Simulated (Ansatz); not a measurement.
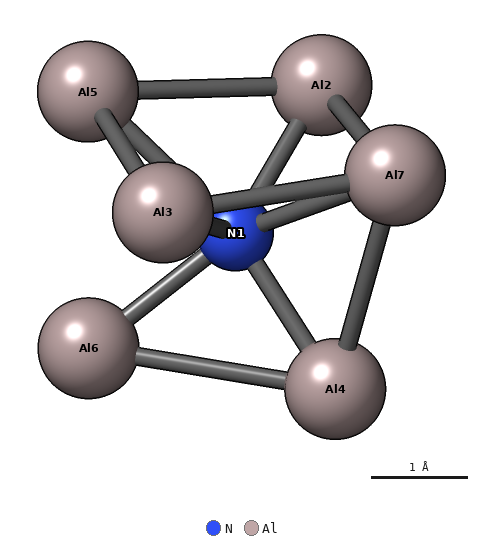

**Figure 1.** The structure (ball-and-stick view, seen at a tilt; atoms are numbered from 1 in the order of the input). Sticks mark near contacts.

**Two runs on Al₆N**

System: Al₆N, charge −1.
Method of run A: RKS PBE0-D4/def2-TZVPD (Ansatz 0.2.0).

The geometry comes from this level: PBE0-D4/def2-SVPD. Text and figures count atoms from 1; the logs count them from 0 in places.

**The input, run A**
```yaml
crystal:
  periodic: [false, false, false]
  atoms:
    - {symbol: N, position_ang: [-0.357372, 0.231977, 0.006025]}
    - {symbol: Al, position_ang: [-1.266906, -0.496753, -1.592387]}
    - {symbol: Al, position_ang: [1.795190, -0.369426, 0.401492]}
    - {symbol: Al, position_ang: [-1.086572, -0.235195, 1.759691]}
    - {symbol: Al, position_ang: [0.857926, 0.989334, -1.578177]}
    - {symbol: Al, position_ang: [0.166002, 1.926956, 0.852808]}
    - {symbol: Al, position_ang: [-0.108277, -2.046883, 0.150557]}
basis:
  gaussian: {orbitals: def2-TZVPD, initial_orbitals: start.molden}
total_charge: -1
hamiltonian: {xc: pbe0, dispersion: d4}
scf: {omitted_lower_state_checks: [starts]}
output: {orbitals: {seedname: orbitals}}
```

Command:
```bash
ansatz run in.yaml --threads 4 --pin off --events-out ev --progress --plain --max-ram 4787MiB
```

Hardware: 4 threads of Arm Neoverse V2, 23 GiB of memory available, shared host.

**Output (run A)**
```
Functional definition: PBE0
  parameter a = 0.25
  parameter kappa = 0.804
  parameter beta = 0.06672455060314922
  exchange = (1 - a)*pbe_x(kappa = kappa, mu = beta*pi^2/3) + a*exact_x
  correlation = pbe_c(beta = beta)
these checks for a lower state are left out or cut short: starts
1943 factors; their error is unknown
mean field evaluation 1: about -41007.2853 eV, gradient 2.2e2 eV
mean field evaluation 2: about -41035.5268 eV, gradient 3.4e1 eV
mean field evaluation 4: about -41054.8089 eV, gradient 1.5e1 eV
mean field evaluation 8: about -41056.1874 eV, gradient 1.4e-4 eV
mean field -41056.18744087 eV, -1508.7870595687 hartree, gradient 1.9e-5 eV, S^2 0.000000; 0 other end points of the search recorded, 0 dependent functions left out
reference -41056.18747485 eV, -1508.7870608173 hartree; 43, 43 occupied and 252, 252 virtual orbitals, 1943 factors
Total energy: -41056.55145199 eV, -1508.8004367305 hartree
Checks for a lower state left out: starts
```

The input of run B differs as follows (lines with − go, lines with + come):
```diff
-    - {symbol: N, position_ang: [-0.357372, 0.231977, 0.006025]}
-    - {symbol: Al, position_ang: [-1.266906, -0.496753, -1.592387]}
-    - {symbol: Al, position_ang: [1.795190, -0.369426, 0.401492]}
-    - {symbol: Al, position_ang: [-1.086572, -0.235195, 1.759691]}
-    - {symbol: Al, position_ang: [0.857926, 0.989334, -1.578177]}
-    - {symbol: Al, position_ang: [0.166002, 1.926956, 0.852808]}
-    - {symbol: Al, position_ang: [-0.108277, -2.046883, 0.150557]}
+    - {symbol: N, position_ang: [0.093222, -0.389696, 0.091521]}
+    - {symbol: Al, position_ang: [1.624490, 1.185774, 0.428801]}
+    - {symbol: Al, position_ang: [-0.887896, 1.626864, 0.197283]}
+    - {symbol: Al, position_ang: [1.459310, -0.757568, -1.294583]}
+    - {symbol: Al, position_ang: [-0.958443, 0.049644, -1.819484]}
+    - {symbol: Al, position_ang: [0.293461, -0.434501, 2.034751]}
+    - {symbol: Al, position_ang: [-1.624155, -1.280517, 0.361711]}
```

What does this change do to the results?

With the same method and basis, run B lies 0.01 kcal/mol higher. The HOMO goes from −1.35 to −1.47 eV.

**Output (run B)**
```
Functional definition: PBE0
  parameter a = 0.25
  parameter kappa = 0.804
  parameter beta = 0.06672455060314922
  exchange = (1 - a)*pbe_x(kappa = kappa, mu = beta*pi^2/3) + a*exact_x
  correlation = pbe_c(beta = beta)
these checks for a lower state are left out or cut short: starts
1943 factors; their error is unknown
mean field evaluation 1: about -41000.4842 eV, gradient 2.3e2 eV
mean field evaluation 2: about -41033.0035 eV, gradient 4.1e1 eV
mean field evaluation 4: about -41055.7054 eV, gradient 6.8e0 eV
mean field evaluation 8: about -41056.1870 eV, gradient 2.8e-5 eV
mean field -41056.18697227 eV, -1508.7870423480 hartree, gradient 3.4e-5 eV, S^2 0.000000; 0 other end points of the search recorded, 0 dependent functions left out
reference -41056.18700633 eV, -1508.7870435996 hartree; 43, 43 occupied and 252, 252 virtual orbitals, 1943 factors
Total energy: -41056.55100010 eV, -1508.8004201240 hartree
Checks for a lower state left out: starts
```

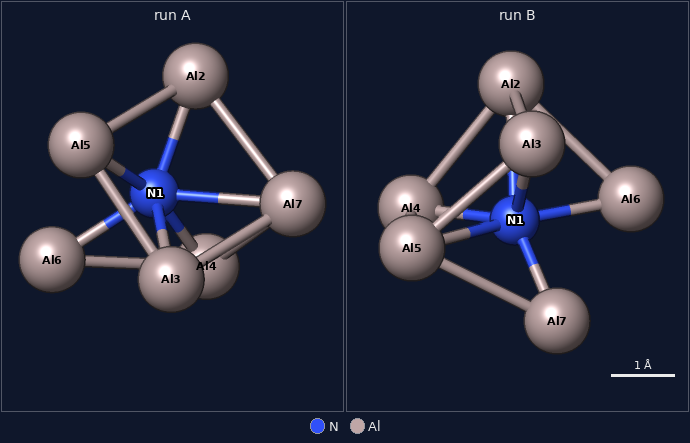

**Figure 2.** The two input geometries at one scale (ball-and-stick view, seen at a tilt). Al6 moves most after the best rigid fit: 3.84 Å. Largest moves by element: Al 3.84 Å, N 0.49 Å. Among the contacts that change: Al2–Al7 2.604 → 4.079 Å, Al4–Al5 4.052 → 2.602 Å, Al2–Al3 3.656 → 2.561 Å, Al2–Al6 3.729 → 2.641 Å.

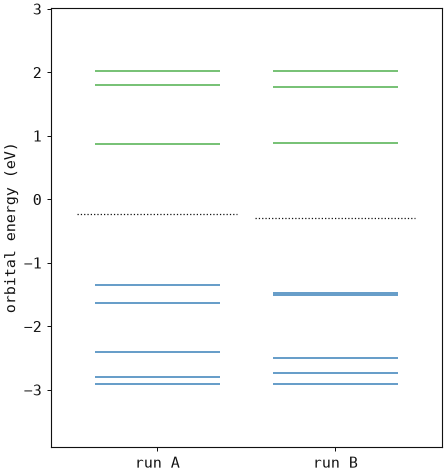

**Figure 3.** The five highest filled and three lowest empty orbital energies of the two runs; the dotted lines part filled from empty levels. The HOMO–LUMO gap is 2.22 eV in run A and 2.35 eV in run B.

**The two runs side by side**

```csv
quantity,run A,run B
outcome,converged,converged
total energy (hartree),−1508.800437,−1508.800420
HOMO (eV),−1.35,−1.47
LUMO (eV),0.87,0.88
basis functions,295,295
wall time (shared host),13 s,11 s
```
